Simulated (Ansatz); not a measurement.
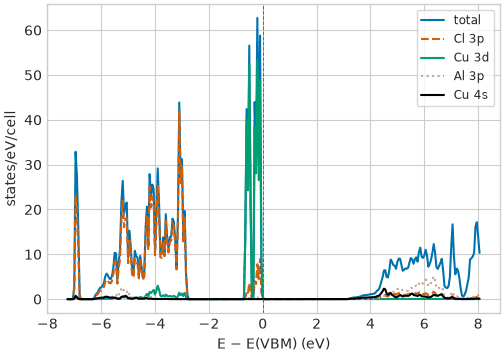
Total and projected density of states of AlCuCl4 in space group P-42c (No. 112; Al on 2d, Cu on 2e, Cl on 8n), DFT-r²SCAN in the program Ansatz with PAW potentials

Question: Which orbitals carry the states next to the gap?

Answer: Top 1 eV of the valence band: Cu 3d 88 %, Cl 3p 10 %. Bottom 1 eV of the conduction band: Cu 4s 40 %, Al 3s 24 %, Cl 3p 14 %, Cl 3s 14 %. Projections are on Löwdin-orthogonalised atomic valence shells; empty p or d shells of many metals are not among them.

The first step of the workflow began from a Materials Project structure, measured or hypothetical; the Crystallography Open Database copy checked does not list it. COD files the formula under space group No. 33. Whether it is the stable phase at ambient conditions was not checked. The cell was relaxed with r²SCAN under the symmetry of its start; whether a distortion lowers the energy is not shown. The run is not spin-polarised.

Potentials: the later of the program's two PAW sets.
